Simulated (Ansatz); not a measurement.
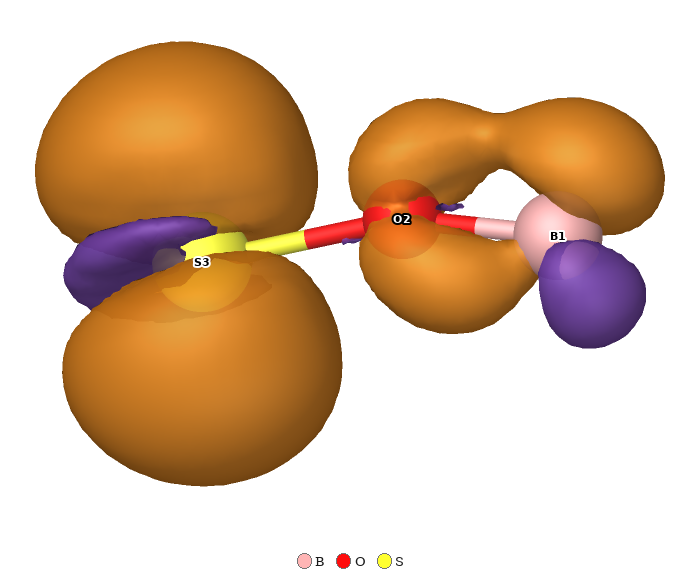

*BOS (doublet). Isosurfaces of the spin density at +0.015 (orange) and −0.015 e/Å³ (purple), seen at a tilt.*

Geometry: B3LYP-D3(BJ)/def2-SVP.

Theory: isolated molecule in a Gaussian basis; Kohn-Sham density functional theory, functional PBE0 in Ansatz 0.2.0.

```csv
atom,x (Å),y (Å),z (Å)
B,-3.4922,2.1650,0.1961
O,-2.9942,0.9693,0.3154
S,-2.1278,-0.4178,0.0258
```

**Describe the spin distribution.**

The unpaired spin (1 electron) lies mostly on S3 (about 0.9) and O2 (about 0.1), in electrons by Hirshfeld's partition.
